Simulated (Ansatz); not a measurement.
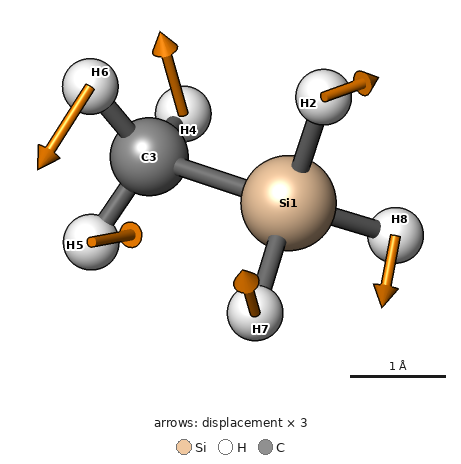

A relaxation of CH₆Si. The starting structure is drawn; orange arrows show the displacements, magnified 3 times. The two geometries are superimposed by the best rigid fit.

A ball-and-stick model, seen from a free direction.

The run prepares the start of a later molecular dynamics calculation, from a guessed geometry.

The calculation used RKS B3LYP-D4/6-31G* (Ansatz 0.2.0). Set-up: no spin polarisation; force threshold 0.02 eV/Å; at most 40 steps.

Atoms of which element are displaced furthest, and by how much?

Hydrogen: up to 0.35 Å, against 0.02 Å for carbon.

What happened in the run?

The largest moves after the best rigid fit, 0.35 Å, are those of H4, H5 and H6. Largest moves by element: H 0.35 Å, C 0.02 Å. Si stays in place. Near-neighbour distances that change, for instance: Si1–H2 1.460 → 1.490 Å, Si1–C3 1.870 → 1.887 Å, C3–H4 1.110 → 1.096 Å. Groups turn about Si1–C3 by about 30°. After 6 accepted moves (8 points after the start) the energy has fallen by 9.00 kJ/mol. Largest force component: 0.57 eV/Å at the start, 0.017 eV/Å at the end. The line search rejected the trial steps at points 4, 6 of the run.
